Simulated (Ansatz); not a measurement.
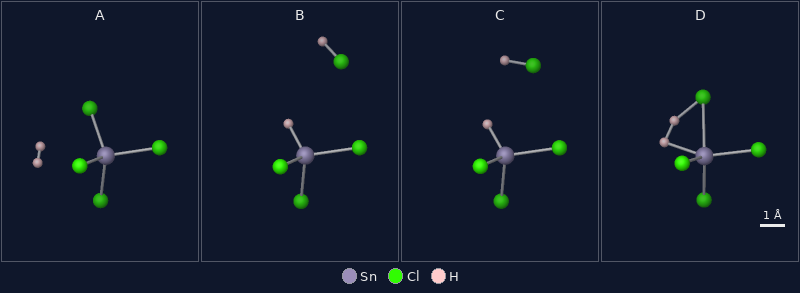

4 geometries from a converged minimum-energy path of SnH₂Cl₄, made up at the start of SnCl4 and H₂, shuffled. A ball-and-stick model, seen from a free direction.

The calculation used RHF/def2-SVP (Ansatz). Set-up: 7 movable images; climbing image; force threshold 0.05 eV/Å; iteration limit 60; starting path through a guess of the saddle point.

Q: Which frame is the top of the path?

A: D. In order along the path, whose images run from 0 to 8: A (image 2, +18.3 kJ/mol), D (image 4, +257.8 kJ/mol), C (image 7, +37.8 kJ/mol), B (image 8, +35.3 kJ/mol). Breaking: H–H (0.75 → 3.88 Å), Cl–Sn (2.31 → 4.39 Å). Forming: Cl–H (3.61 → 1.27 Å), H–Sn (4.19 → 1.68 Å).

Limits of the set-up: the start holds two separate molecules, 3.6 Å apart at their closest, whose relative position is a soft coordinate and is computed without a dispersion correction; Hartree-Fock leaves out electron correlation.
